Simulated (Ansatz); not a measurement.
# Fields on a plane of Ce (fcc, Cu type)

```yaml
crystal:
  lattice:
    - [0.00000, 2.36609, 2.36609]
    - [2.36609, 0.00000, 2.36609]
    - [2.36609, 2.36609, 0.00000]
  atoms:
    - { symbol: Ce, position: [0.00000, 0.00000, 0.00000] }
```

The slice is a {111} plane (indices of the conventional cell) through the point (0.000, 0.000, 0.000) (fractional), spanned by u = [100] and v = [-1 2 0] in vectors of this cell: u (3.35 Å) and v (5.80 Å, at 90° to u). It covers one period; positions are fractions (u, v).

Atoms on it: Ce at (0.00, 0.00); Ce at (0.50, 0.50).

Level of theory: PBE (plane waves to 420 eV, PAW, scalar-relativistic; Ansatz, an electronic-structure program). k mesh 17×17×17. These are valence fields of a PAW run, semicore shells included where kept as valence: close to a nucleus they are smooth pseudo fields. Ce is run without spin polarisation. Ce was relaxed with its symmetry unable to fall. The relaxed volume of Ce is well below the measured one. The filling of the f shell was not checked against other fillings, so treat energies with care.

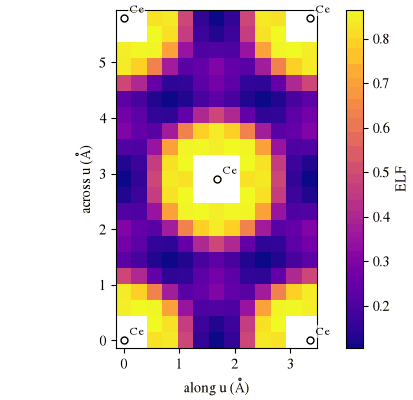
Figure: Electron localisation function (ELF), one period of the plane, atoms marked. Points within 0.5 Å of a nucleus are left white, as the pseudised field means little there.

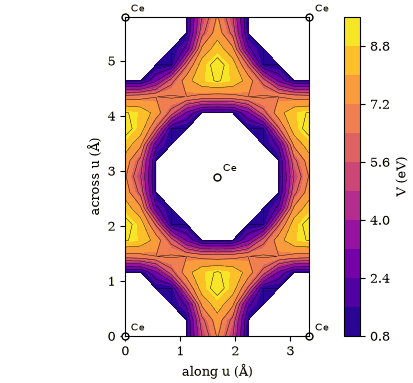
*Electrostatic potential energy of an electron, from the cell's mean, in eV, one period of the plane, atoms marked. Points within 1 Å of a nucleus are left white, as the pseudised field means little there. Values under 1 eV are set to 1. The zero, the cell's mean, hangs on the PAW cores.*
